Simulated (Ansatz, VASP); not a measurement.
## SiC (Moissanite 3C): VASP beside Ansatz

Aim: how closely do two programs agree when they are given the same cell, functional and k mesh? Valence electrons are named where the data sets of a main pair hold unlike numbers.

Program: Ansatz 0.2.0. Level of theory: plane waves, with VASP 6.6.1 beside it; band structure at PBE. Results are calculated unless marked as measured.

**1. The starting structure**

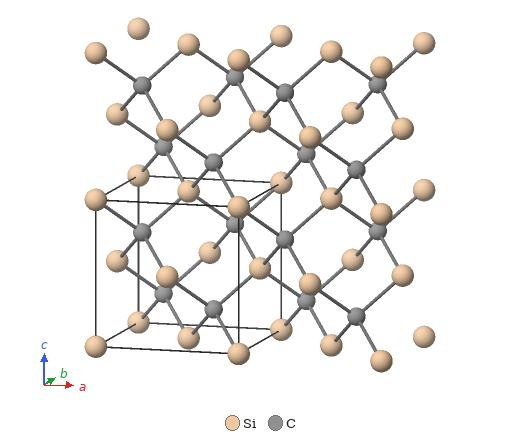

Start, viewed slightly off an axis; silicon light orange, carbon grey. 2×1×2 cells are drawn. This picture shows the conventional cell, with its axes. Bonds to atoms that aren't drawn are left out. Some periodic images of atoms are drawn too.

As a file:

```cif
data_structure
_symmetry_space_group_name_H-M 'P 1'
_symmetry_Int_Tables_number 1
_cell_length_a 3.0816
_cell_length_b 3.0816
_cell_length_c 3.0816
_cell_angle_alpha 60.000
_cell_angle_beta 60.000
_cell_angle_gamma 60.000
_cell_volume 20.69
loop_
_atom_site_label
_atom_site_type_symbol
_atom_site_fract_x
_atom_site_fract_y
_atom_site_fract_z
_atom_site_occupancy
Si1 Si 0.00000 0.00000 0.00000 1
C2 C 0.25000 0.25000 0.25000 1
```

**2. VASP: band structure, PBE**

Levels along a path test the potential and the projectors away from the mesh points.

Lines of VASP's logs that name or quote its potential files are left out, and so is its time.

File INCAR:

```
SYSTEM = SiC
PREC = Accurate
ENCUT = 440
EDIFF = 1E-08
NELM = 100
ISMEAR = 0
SIGMA = 0.01
LREAL = .FALSE.
ALGO = Normal
GGA = PE
NBANDS = 10
LORBIT = 11
LWAVE = .TRUE.
LCHARG = .FALSE.
KPAR = 8
```

File POSCAR:

```
SiC
1.0
    0.0000000000      2.1790000000      2.1790000000
    2.1790000000      0.0000000000      2.1790000000
    2.1790000000      2.1790000000      0.0000000000
Si C
1 1
Direct
    0.0000000000      0.0000000000      0.0000000000
    0.2500000000      0.2500000000      0.2500000000
```

File KPOINTS:

```
Automatic mesh
0
Gamma
6 6 6
0 0 0
```

File KPOINTS_OPT:

```
Line mode
12
Line-mode
Reciprocal
  0.00000000   0.00000000   0.00000000 GAMMA
  0.50000000   0.00000000   0.50000000 X

  0.50000000   0.00000000   0.50000000 X
  0.50000000   0.25000000   0.75000000 W

  0.50000000   0.25000000   0.75000000 W
  0.37500000   0.37500000   0.75000000 K

  0.37500000   0.37500000   0.75000000 K
  0.00000000   0.00000000   0.00000000 GAMMA

  0.00000000   0.00000000   0.00000000 GAMMA
  0.50000000   0.50000000   0.50000000 L

  0.50000000   0.50000000   0.50000000 L
  0.62500000   0.25000000   0.62500000 U

  0.62500000   0.25000000   0.62500000 U
  0.50000000   0.25000000   0.75000000 W

  0.50000000   0.25000000   0.75000000 W
  0.50000000   0.50000000   0.50000000 L

  0.50000000   0.50000000   0.50000000 L
  0.37500000   0.37500000   0.75000000 K

  0.62500000   0.25000000   0.62500000 U
  0.50000000   0.00000000   0.50000000 X
```

Potentials, in the order of the species: Si_GW and C_GW (PBE family, release 64).

Started as:

```sh
mpirun -np 8 vasp_std
```

Numbers of over 12 decimals in the logs are rounded to 6 here.

Log:

```text
[banner, memory and clock lines left out]
running    8 mpi-ranks, on    1 nodes
 distrk:  each k-point on    1 cores,    8 groups
 distr:  one band on    1 cores,    1 groups

 POSCAR found type information on POSCAR SiC
 POSCAR found :  2 types and       2 ions
|                                                                             |
|           W    W    AA    RRRRR   N    N  II  N    N   GGGG   !!!           |
|           W    W   A  A   R    R  NN   N  II  NN   N  G    G  !!!           |
|           W    W  A    A  R    R  N N  N  II  N N  N  G       !!!           |
|           W WW W  AAAAAA  RRRRR   N  N N  II  N  N N  G  GGG   !            |
|           WW  WW  A    A  R   R   N   NN  II  N   NN  G    G                |
|           W    W  A    A  R    R  N    N  II  N    N   GGGG   !!!           |
|                                                                             |
|     For optimal performance we recommend to set                             |
|       NCORE = 2 up to number-of-cores-per-socket                            |
|     NCORE specifies how many cores store one orbital (NPAR=cpu/NCORE).      |
|     This setting can greatly improve the performance of VASP for DFT.       |
|     The default, NCORE=1 might be grossly inefficient on modern             |
|     multi-core architectures or massively parallel machines. Do your        |
|     Unfortunately you need to use the default for GW and RPA                |
|     calculations (for HF NCORE is supported but not extensively tested      |
|     yet).                                                                   |
|                                                                             |

 LDA part: xc-table for (Slater+PW92), standard interpolation
 POSCAR, INCAR and KPOINTS ok, starting setup
 FFT: planning ... GRIDC
 FFT: planning ... GRID_SOFT
 FFT: planning ... GRID
 WAVECAR not read
 entering main loop
       N       E                     dE             d eps       ncg     rms          rms(c)
DAV:   1     0.548964480482E+01    0.54896E+01   -0.44365E+03   350   0.756E+02
DAV:   2    -0.162973840372E+02   -0.21787E+02   -0.20792E+02   472   0.130E+02
DAV:   3    -0.169063379237E+02   -0.60895E+00   -0.60741E+00   418   0.185E+01
DAV:   4    -0.169137906585E+02   -0.74527E-02   -0.74492E-02   420   0.235E+00
DAV:   5    -0.169140402268E+02   -0.24957E-03   -0.24956E-03   468   0.358E-01    0.701E+00
DAV:   6    -0.151045703367E+02    0.18095E+01   -0.68104E+00   454   0.163E+01    0.212E+00
DAV:   7    -0.150428461718E+02    0.61724E-01   -0.31315E-01   396   0.352E+00    0.115E+00
DAV:   8    -0.150332329087E+02    0.96133E-02   -0.23510E-02   418   0.151E+00    0.948E-02
DAV:   9    -0.150331483180E+02    0.84591E-04   -0.12275E-03   458   0.242E-01    0.424E-02
DAV:  10    -0.150332408236E+02   -0.92506E-04   -0.16846E-04   406   0.921E-02    0.135E-02
DAV:  11    -0.150332407715E+02    0.52058E-07   -0.32026E-05   404   0.422E-02    0.300E-03
DAV:  12    -0.150332412340E+02   -0.46253E-06   -0.11384E-06   378   0.103E-02    0.560E-04
DAV:  13    -0.150332412524E+02   -0.18347E-07   -0.33744E-08   410   0.168E-03    0.217E-04
DAV:  14    -0.150332412474E+02    0.49338E-08   -0.50728E-09   226   0.571E-04
   1 F= -.15033241E+02 E0= -.15033241E+02  d E =-.631939E-85
 Start KPOINTS_OPT (optional k-point list driver)
k-point batch [1-16\120]
       N       E                     dE             ncg
DAV:   1     0.662558711495E+03   -0.27346E+04      356
DAV:   2     0.312706310756E+03   -0.34985E+03      490
DAV:   3     0.305599607703E+03   -0.71067E+01      408
DAV:   4     0.305483393165E+03   -0.11621E+00      424
DAV:   5     0.305480414708E+03   -0.29785E-02      438
DAV:   6     0.305480302645E+03   -0.11206E-03      504
DAV:   7     0.305480302054E+03   -0.59166E-06      412
DAV:   8     0.305480302048E+03   -0.54974E-08      420
[...]
k-point batch [113-120\120]
       N       E                     dE             ncg
DAV:   1     0.297945733080E+04   -0.24873E+04      224
DAV:   2     0.288799656461E+04   -0.91461E+02      232
DAV:   3     0.288644733184E+04   -0.15492E+01      214
DAV:   4     0.288642709753E+04   -0.20234E-01      246
DAV:   5     0.288642667479E+04   -0.42273E-03      196
DAV:   6     0.288642662438E+04   -0.50414E-04      292
DAV:   7     0.288642662436E+04   -0.16723E-07      182
DAV:   8     0.288642662436E+04    0.18190E-10      230
 writing wavefunctions
```

Parts of OUTCAR (step 2):

```text
ion  position               nearest neighbor table
   1  0.000  0.000  0.000-   2 1.89   2 1.89   2 1.89   2 1.89
   2  0.250  0.250  0.250-   1 1.89   1 1.89   1 1.89   1 1.89

  LATTYP: Found a face centered cubic cell.
 ALAT       =     4.3580000000

 Subroutine GETGRP returns: Found 24 space group operations
 (whereof 24 operations were pure point group operations)

The static configuration has the point symmetry T_d .

 Found     16 irreducible k-points:

   k-points           NKPTS =     16   k-points in BZ     NKDIM =     16   number of bands    NBANDS=     10

   dimension x,y,z NGX =    24 NGY =   24 NGZ =   24
   dimension x,y,z NGXF=    48 NGYF=   48 NGZF=   48

   ENCUT  =  440.0 eV  32.34 Ry    5.69 a.u.   5.27  5.27  5.27*2*pi/ulx,y,z

   NELECT =       8.0000    total number of electrons

 k-points in reciprocal lattice and weights: Automatic mesh
   0.00000000  0.00000000  0.00000000       0.005
   0.16666667  0.00000000  0.00000000       0.037
   0.33333333  0.00000000  0.00000000       0.037
   0.50000000  0.00000000  0.00000000       0.019
   0.16666667  0.16666667  0.00000000       0.028
   0.33333333  0.16666667  0.00000000       0.111
   0.50000000  0.16666667  0.00000000       0.111
  -0.33333333  0.16666667  0.00000000       0.111
  -0.16666667  0.16666667  0.00000000       0.056
[...]
-0.33333333  0.33333333  0.16666667       0.111
  -0.33333333  0.50000000  0.16666667       0.056

 average (electrostatic) potential at core
       1 -64.1695       2 -45.1206

 E-fermi :   7.9187

 k-point     1 :       0.0000    0.0000    0.0000
  band No.  band energies     occupation
      1      -7.6332      2.00000
      2       7.7821      2.00000
      3       7.7821      2.00000
      4       7.7821      2.00000
      5      14.0031      0.00000
      6      15.0768      0.00000
      7      15.0768      0.00000
      8      15.0768      0.00000
      9      22.2679      0.00000
    ...

 k-point     2 :       0.1667    0.0000    0.0000
  band No.  band energies     occupation
      1      -7.0942      2.00000
      2       5.4040      2.00000
      3       7.4498      2.00000
      4       7.4498      2.00000
      5      14.1122      0.00000
      6      15.5951      0.00000
      7      15.5951      0.00000
      8      16.1248      0.00000
      9      20.7417      0.00000
    ...

 k-point     3 :       0.3333    0.0000    0.0000
  band No.  band energies     occupation
      1      -5.5678      2.00000
      2       1.5981      2.00000
      3       6.9355      2.00000
      4       6.9355      2.00000
      5      13.4538      0.00000
      6      15.4139      0.00000
      7      15.4139      0.00000
      8      17.6934      0.00000
      9      22.0459      0.00000
    ...

  Total        0.2818600      0.2818600      0.2818600      0.0000000      0.0000000      0.0000000
  in kB       21.8244015     21.8244015     21.8244015      0.0000000      0.0000000      0.0000000
  external PRESSURE =      21.8244015 kB  Pullay stress =       0.0000000 kB

  energy-cutoff  :      440.00
  volume of cell :       20.69
      direct lattice vectors                 reciprocal lattice vectors
     0.000000000  2.179000000  2.179000000    -0.229463056  0.229463056  0.229463056
     2.179000000  0.000000000  2.179000000     0.229463056 -0.229463056  0.229463056
     2.179000000  2.179000000  0.000000000     0.229463056  0.229463056 -0.229463056

 POSITION                                       TOTAL-FORCE (eV/Angst)
 -----------------------------------------------------------------------------------
      0.00000      0.00000      0.00000        -0.000000     -0.000000     -0.000000
      1.08950      1.08950      1.08950         0.000000      0.000000      0.000000
 -----------------------------------------------------------------------------------
    total drift:                               -0.000000     -0.000000      0.000000

  FREE ENERGIE OF THE ION-ELECTRON SYSTEM (eV)
  ---------------------------------------------------
  free  energy   TOTEN  =       -15.0332412474 eV

  energy  without entropy=      -15.0332412474  energy(sigma->0) =      -15.03324125

 total charge
# of ion       s       p       d       tot
------------------------------------------
    1        0.688   0.950   0.210   1.848
    2        0.813   1.681   0.000   2.494
--------------------------------------------------
tot          1.501   2.631   0.210   4.342

[... 3 further parts left out ...]
```

The run ends at a pressure of 2.18 GPa.

**3. Ansatz: band structure, PBE**

Ansatz runs on its default PAW (the set named soft_2) files.

The same cell, functional, mesh and smearing now go to Ansatz, which takes its cutoff from its data sets.

File input.yaml:

```yaml
crystal:
  lattice:
    - [0.0, 2.179, 2.179]
    - [2.179, 0.0, 2.179]
    - [2.179, 2.179, 0.0]
  atoms:
    - { symbol: Si, position: [0.0, 0.0, 0.0] }
    - { symbol: C, position: [0.25, 0.25, 0.25] }
hamiltonian:
  xc: pbe
  pseudopotentials: { kind: paw }
kpoints:
  mp_grid: { grid: [6, 6, 6] }
  band_path:
    path:
      - [0.0, 0.0, 0.0]
      - [0.18182, 0.0, 0.18182]
      - [0.36364, 0.0, 0.36364]
      - [0.5, 0.0, 0.5]
      - [0.5, 0.09091, 0.59091]
      - [0.5, 0.18182, 0.68182]
      - [0.5, 0.25, 0.75]
      - [0.45455, 0.29545, 0.75]
      - [0.40909, 0.34091, 0.75]
      - [0.375, 0.375, 0.75]
      - [0.20455, 0.20455, 0.40909]
      - [0.06818, 0.06818, 0.13636]
      - [0.04545, 0.04545, 0.04545]
      - [0.22727, 0.22727, 0.22727]
      - [0.40909, 0.40909, 0.40909]
      - [0.51136, 0.47727, 0.51136]
      - [0.55682, 0.38636, 0.55682]
      - [0.60227, 0.29545, 0.60227]
      - [0.61364, 0.25, 0.63636]
      - [0.56818, 0.25, 0.68182]
      - [0.51136, 0.25, 0.73864]
      - [0.5, 0.29545, 0.70455]
      - [0.5, 0.38636, 0.61364]
      - [0.5, 0.47727, 0.52273]
      - [0.47727, 0.47727, 0.54545]
      - [0.43182, 0.43182, 0.63636]
      - [0.38636, 0.38636, 0.72727]
      - [0.60227, 0.20455, 0.60227]
      - [0.55682, 0.11364, 0.55682]
      - [0.5, 0.0, 0.5]
    npoints: 1
scf:
  occupations: { method: gaussian, width: 0.01 }
  n_extra_bands: 7
output:
  forces: true
  stress: true
  eigenvalues: true
```

Started as:

```sh
ansatz run input.yaml --threads 2 --pin off --max-ram 4608MiB --backend cpu --events-out ev --progress --plain --runs-dir out
```

Log:

```text
scf.n_extra_bands = 7 over 4 filled bands (N_el = 8.0): the run solves 11 bands
Engine: ansatz 0.2.0, aarch64-unknown-linux-gnu
Pseudopotentials: kind: paw
Pseudopotential: Si, paw, valence charge 4, recommended cutoff 420 eV (normal), Si.paw.azcp
Pseudopotential: C, paw, valence charge 4, recommended cutoff 420 eV (normal), C.paw.azcp
Functional definition: PBE
  parameter kappa = 0.804
  parameter beta = 0.066725
  exchange = pbe_x(kappa = kappa, mu = beta*pi^2/3)
  correlation = pbe_c(beta = beta)
Crystal: 2 atoms, lattice volume = 20.692 Å³
Basis set: ecut = 420 eV, 411 PW (Γ), exchange–correlation on 48×48×48 points (8 copies of the dense FFT grid, shifted against one another)
Bands: 11, of which v1, the nominal top of the filled ones, is band 4 counted from 1 (3 counted from 0)
Symmetry: 24 space group operations
Space group: F-43m (ITA 216), of the structure as read, at distance tolerance 2.7e-5 Å
k-points: 16 of 216 (time reversal used)
Non-local potential: Si, projectors of the file, l = 0: 2, l = 1: 2, l = 2: 2
Non-local potential: C, projectors of the file, l = 0: 2, l = 1: 2, l = 2: 1
PAW form: soft (Blöchl's): semilocal exchange-correlation on the pseudo side does not see the compensation charge
PAW one-centre angular grid: Si, 110 points (default); XC on 64 Gauss nodes
PAW one-centre angular grid: C, 110 points (default); XC on 64 Gauss nodes
Initial density: superposition of atomic densities (neutral atoms: chi_scale 0, normalization atom), corrected by the library's trained network
Initial wavefunctions: pseudopotential atomic-orbital guess
Functional: x = pbe(κ = 0.804, μ = 0.219515), c = pbe(β = 0.066725)
SCF iter   1: F=—  HF=-887.146362 eV  |F-HF|=—  |Δ(HF+E_count)|=         —  Δρ=1.84e-3  dr2=6.37e-4  ethr=1.77e-3  ⟨swp⟩=6.1  Hψ=1253  notcnv=0
preconditioner: auto → none  [insulator: Δε(μ)=1.336 eV  Ē_g=17.556 eV  σ=0.010 eV  W_gap=1.00  n_scr=0 (ndim 8)  ℏωp=23.1 eV  f_vac=0.000  D(μ)=0.00/eV (n_scr^D=0)  ε∞_Penn≈2.7]
SCF iter   2: F=—  HF=-887.146469 eV  |F-HF|=—  |Δ(HF+E_count)|=   1.07e-4  Δρ=7.33e-4  dr2=6.48e-5  ethr=7.96e-6  ⟨swp⟩=2.2  Hψ=438  notcnv=0  defer=30
SCF iter   3: F=—  HF=-887.146486 eV  |F-HF|=—  |Δ(HF+E_count)|=   1.74e-5  Δρ=3.40e-4  dr2=4.89e-6  ethr=8.10e-7  ⟨swp⟩=2.3  Hψ=203  notcnv=0  defer=30
SCF iter   4: F=—  HF=-887.146512 eV  |F-HF|=—  |Δ(HF+E_count)|=   2.63e-5  Δρ=4.37e-5  dr2=4.07e-7  ethr=6.11e-8  ⟨swp⟩=2.0  Hψ=255  notcnv=0  defer=30
iter 5 did not close the SCF: its close was put off for the readings that it lacked (scf_convergence_deferred on its scf_iter line)
SCF iter   5: F=-887.146512 eV  HF=-887.146512 eV  |F-HF|=1.86e-9  |Δ(HF+E_count)|=   4.94e-9  Δρ=3.38e-6  dr2=9.50e-10  ethr=5.09e-9  ⟨swp⟩=2.8  Hψ=213  notcnv=0  defer=30
SCF iter   6: F=-887.146512 eV  HF=-887.146512 eV  |F-HF|=2.07e-11  |Δ(HF+E_count)|=   2.26e-9  Δρ=2.77e-7  dr2=5.90e-12  ethr=1.19e-11  ⟨swp⟩=4.9  Hψ=710  notcnv=0
SCF 1 converged in 6 iterations: F = -887.146512 eV  dr2 = 5.90e-12
  greatest PAW one-centre occupation: 0.644 electrons in one spin orbital (limit 2), on the C atom at site 1 (counted from 0), in its partial waves of l = 0
NSCF: frozen V_eff on 30 k-points
SCF converged after 6 iterations
Free energy (F): -887.146512 eV
Harris-Foulkes:  -887.146512 eV  (|F-HF|=2.07e-11)
Internal energy: -887.146512 eV  (E = F + TS)
E sigma→0 (E₀):  -887.146512 eV
Fermi energy:    10.163858 eV
--- Per-component energies (eV) ---
  E_band       = 28.746885
  E_kinetic    = 135.791680
  E_local      = -104.483854  (includes V_loc(G=0)·N_el)
  E_nonlocal   = 51.834147
  E_hartree    = 32.102563
  E_xc         = -105.505650
  E_vxc        = -109.373636  (∫ρ·V_xc dr)
  E_paw        = -612.101629  (= ΣΔE_a)
  E_vpaw       = -9.226596  (= ΣTr[D̂ρ^β])
  E_aug_tail   = 0.000011  (compensation charges beyond the density's cutoff)
  E_ewald      = -284.783780
  E_smearing   = -0.000000  (= −TS)
  E_closure    = 0.000000  (closes the sum)
  Σ components = -887.146512   (vs F -887.146512, Δ=0.00e0)
--- Forces (eV/Å), atoms counted from 1 ---
  atom   1  Si     0.00000000    -0.00000000     0.00000000
  atom   2  C     -0.00000000     0.00000000    -0.00000000
  max |Σ_I F_I| component: 1.48e-16 eV/Å
--- Stress (GPa, compression-positive) ---
        3.312310      -0.000000       0.000000
        0.000000       3.312310       0.000000
       -0.000000       0.000000       3.312310
  P = ⅓ Tr σ = 3.3123 GPa (33.123 kbar)
--- Band table (eV; the first three rows and the last of 16) ---
  k-point 0: bands = [-5.9201, 9.4872, 9.4872, 9.4872, 15.6996, 16.7903, 16.7903, 16.7903, ... 3 higher]
  k-point 1: bands = [-5.3807, 7.1151, 9.1573, 9.1573, 15.8186, 17.3075, 17.3075, 17.8290, ... 3 higher]
  k-point 2: bands = [-3.8537, 3.3097, 8.6428, 8.6428, 15.1636, 17.1254, 17.1254, 19.3926, ... 3 higher]
  k-point 15: bands = [-0.7298, 2.1944, 4.9788, 5.1038, 13.4762, 16.5757, 20.3073, 21.6879, ... 3 higher]
```

It took 0.56 s on 2 threads of Arm Neoverse V2, shared host; peak memory 0.24 GiB.

In the SCF lines HF is the Harris–Foulkes energy and dr2 the Hartree energy of the density residual, in eV; the loop may stop once dr2 is under the threshold and the program's other checks hold. Hψ counts applications of the Hamiltonian.

**4. Comparison**

Known differences besides the potentials themselves: the cutoff is 420 eV in Ansatz and 440 eV in VASP; VASP leaves aspherical gradient terms in its spheres out (LASPH is not set), Ansatz keeps them. Total energies have different zeros and are not compared.

Both answers:

```
                     quantity  Ansatz   VASP  difference
gap over the path points (eV)   1.353  1.346      +0.008
```

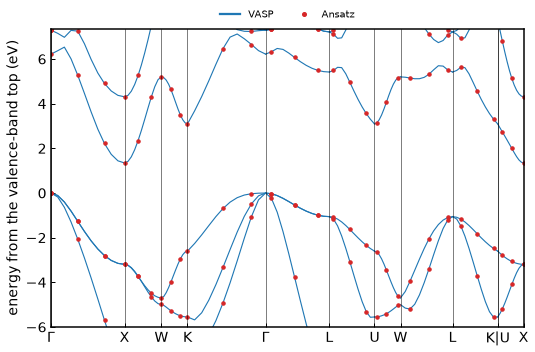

Bands from VASP (lines) and levels from Ansatz (dots). Dots without a line are higher empty bands that the VASP plot leaves out.

Levels at points of the path, from each program's valence-band top (eV; 3 filled, then empty):

```
k (reciprocal lattice)                             Ansatz                               VASP
     0.000 0.000 0.000      0.00 0.00 0.00 6.21 7.30 7.30      0.00 0.00 0.00 6.22 7.29 7.29
     0.182 0.000 0.182   -2.06 -1.26 -1.26 5.28 7.25 9.30   -2.07 -1.27 -1.27 5.27 7.25 9.30
     0.364 0.000 0.364  -5.70 -2.80 -2.80 2.22 4.91 12.66  -5.71 -2.80 -2.80 2.21 4.90 12.66
     0.500 0.000 0.500  -7.80 -3.19 -3.19 1.35 4.32 14.02  -7.80 -3.19 -3.19 1.35 4.31 14.02
     0.500 0.091 0.591  -7.63 -3.73 -3.71 2.35 5.27 12.80  -7.64 -3.73 -3.72 2.34 5.26 12.80
     0.500 0.182 0.682  -7.22 -4.65 -4.48 4.32 7.52 10.44  -7.22 -4.66 -4.49 4.32 7.51 10.44
     0.500 0.250 0.750   -7.03 -4.99 -4.69 5.21 9.43 9.45   -7.03 -5.00 -4.70 5.20 9.43 9.45
     0.455 0.295 0.750  -7.11 -5.26 -3.98 4.64 8.31 10.06  -7.12 -5.27 -3.98 4.64 8.31 10.06
     0.409 0.341 0.750  -7.24 -5.49 -2.94 3.50 7.85 11.17  -7.25 -5.50 -2.95 3.50 7.84 11.17
     0.375 0.375 0.750  -7.28 -5.54 -2.60 3.10 7.76 11.84  -7.28 -5.55 -2.60 3.10 7.76 11.84
```

Among the levels compared at these points, filled levels agree within 7 meV and empty ones within 11 meV. Not compared: the pressure (VASP's GW data sets at this cutoff don't carry it).

**5. Other set-ups**

Further runs change the set-up of one program: Ansatz's method, potentials or start, or VASP's data sets, cutoff or form of LDA. The table gives that difference for each run.

```
                                        run  gap over the path points (eV)
                                   as above                         0.0078
    Ansatz's larger PAW set (cutoff 800 eV)                         0.0070
norm-conserving potentials (cutoff 1116 eV)                        -0.0027
```

**6. What came out**

```json
{
  "largest difference of a filled level at the path points (band structure, PBE)": "7.4 meV"
}
```

**Reading.** The largest difference of a filled level at the path points is 7.4 meV (band structure, PBE), within the 80 meV picked in this series as the mark of a large difference. Band structure, PBE, norm-conserving potentials (cutoff 1116 eV): the difference in gap over the path points goes from 0.0078 to -0.0027 eV. How closely two codes agree says nothing of how well the functional describes the real material.

[Lines on the potential files, build, host, timing and source positions are cut from VASP's logs without a mark.]

[Logs are printed without paths, hosts, clocks, repeated set-up lines and the standing remarks that a program may print on its own settings, such as how far it seeks lower states.]

[Hosts, paths, dates, database ids (printed as entryN), source tags and the programs' standing remarks are cut or masked in the printed files.]
